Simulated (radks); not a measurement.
# Run report: Mo (charge +0.5), atomic calculation

- system: Z = 42.5 with 42 electrons in the configuration [Kr] 4d5 5s1 (4d3/2: 4, 4d5/2: 1).
- method: Dirac Kohn-Sham, PBEsol, spin-unpolarised, spherical densities, finite nucleus (the in-house radial solver radks)

### Key numbers

- outcome: converged
- total energy: −4164.3707 hartree
- kinetic energy: 4321.4713 hartree
- electron–nucleus energy: −10059.7846 hartree
- Hartree energy: 1697.6882 hartree
- exchange–correlation energy: −123.745628 hartree
- radius at density 0.001 e/bohr³: 4.43 bohr
- SCF iterations: 15
- hardware: 1 CPU thread, shared host

### Input
```
Z 42.5
configuration [Kr] 4d5 5s1
relativity Dirac
functional pbe_sol,pbe_sol
spin unpolarised
j_filling energy
nucleus finite rms 4.4091 fm
c 137.035999084
```

Energies in input and log are in hartree, lengths in bohr (the nuclear radius in fm).

### Log
```
1s1/2   1   2.0000        -746.81694235
2s1/2   1   2.0000        -106.10164116
2p1/2   1   2.0000         -97.75359310
2p3/2   1   4.0000         -93.63100424
3s1/2   1   2.0000         -18.36158635
3p1/2   1   2.0000         -15.16908500
3p3/2   1   4.0000         -14.48474602
3d3/2   1   4.0000          -8.83312716
3d5/2   1   6.0000          -8.70250209
4s1/2   1   2.0000          -2.64437577
4p1/2   1   2.0000          -1.72499706
4p3/2   1   4.0000          -1.62519429
4d3/2   1   4.0000          -0.31537300
4d5/2   1   1.0000          -0.30628932
5s1/2   1   1.0000          -0.27490010
Etot -4164.3707405063315
Ekin 4321.471331142064
Encl -10059.784602246233
Eh 1697.6881590972362
Exc -123.74562849939875
err 1.7000963085375348e-09
it 15
```

### Slater integrals of the outer shells (hartree)

```
       integral   value
F0(5s1/2,5s1/2)  0.2765
F0(5s1/2,4d5/2)  0.3311
G2(5s1/2,4d5/2)  0.0742
F0(5s1/2,4d3/2)  0.3319
G2(5s1/2,4d3/2)  0.0724
F0(5s1/2,4p3/2)  0.3502
G1(5s1/2,4p3/2)  0.0225
F0(4d5/2,4d5/2)  0.5020
F2(4d5/2,4d5/2)  0.2435
F4(4d5/2,4d5/2)  0.1565
F0(4d5/2,4d3/2)  0.5051
F2(4d5/2,4d3/2)  0.2451
F4(4d5/2,4d3/2)  0.1576
G0(4d5/2,4d3/2)  0.5048
G2(4d5/2,4d3/2)  0.2451
G4(4d5/2,4d3/2)  0.1576
F0(4d5/2,4p3/2)  0.5911
F2(4d5/2,4p3/2)  0.2772
G1(4d5/2,4p3/2)  0.3403
G3(4d5/2,4p3/2)  0.2057
```

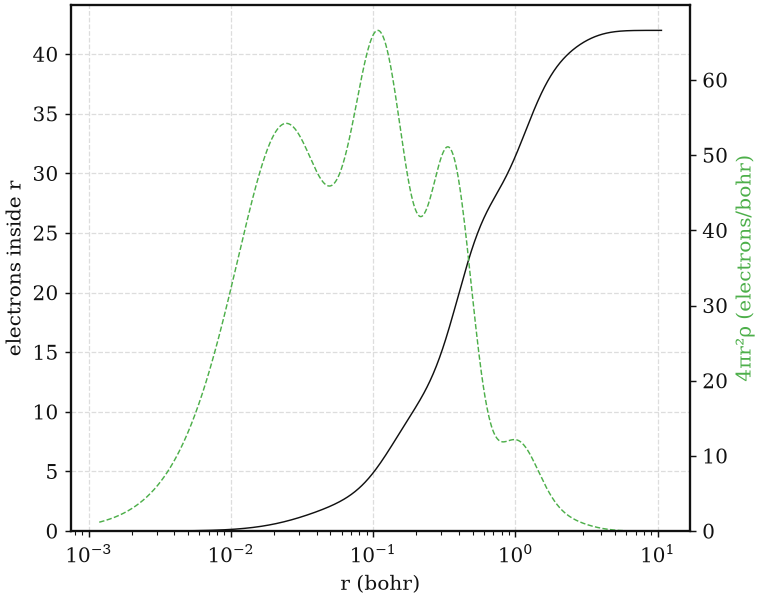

*The number of electrons inside radius r (solid) and the radial density 4πr²ρ (dashed).*

The count levels off at 42 electrons. Half of them lie within 0.425 bohr, 90 % within 1.70 bohr and 99 % within 3.84 bohr. The radial density has minima at 0.0493, 0.216 and 0.823 bohr, where the count stands at 2.1, 11.1 and 29.3; these part the shells that the density resolves.

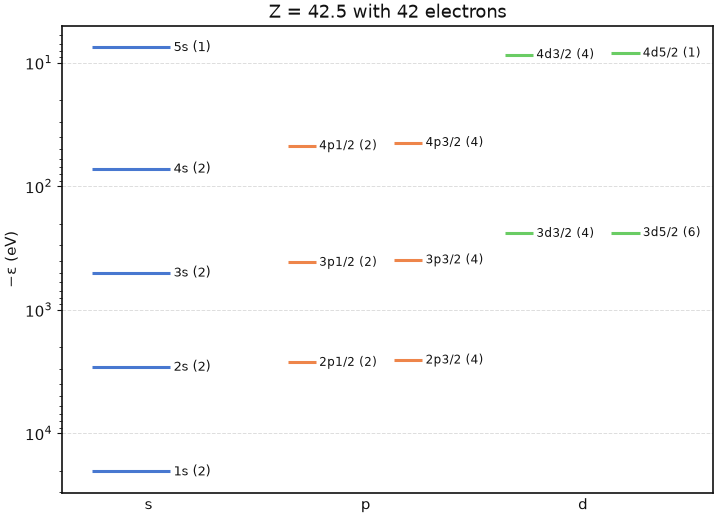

*All occupied levels, on a logarithmic scale of binding energy, are drawn (occupations in brackets, the lower j at the left of each column).*

The highest occupied level is 5s at −7.48 eV. The highest 5 occupied levels, from the top down, are 5s (−7.48 eV), 4d5/2 (−8.33 eV), 4d3/2 (−8.58 eV), 4p3/2 (−44.2 eV), 4p1/2 (−46.9 eV). Spin-orbit splittings: 4d 0.247 eV, 4p 2.72 eV, 3d 3.55 eV, 3p 18.6 eV.

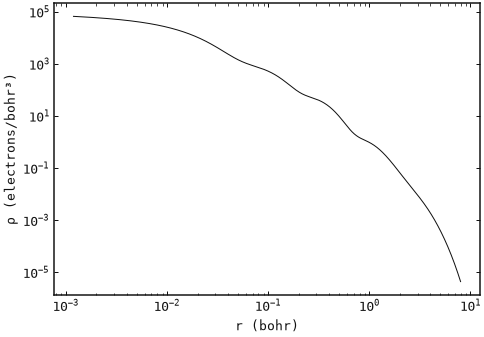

*The electron density ρ(r) on a logarithmic scale.*

The density falls from 67000 electrons/bohr³ at the inner end (r = 0.0012 bohr) to 0.001 at r = 4.43 bohr, a common measure of the size of an atom or ion. The highest occupied orbital, 5s (⟨r⟩ = 3.26 bohr, −7.48 eV), is also the most diffuse and sets the fall-off far out: over the last part drawn ln ρ falls by 1.5 per bohr, against 2√(−2ε) = 1.5 for the pure exponential. The steps in the slope mark the shells; the radial density has its minima at 0.049, 0.22 and 0.82 bohr.
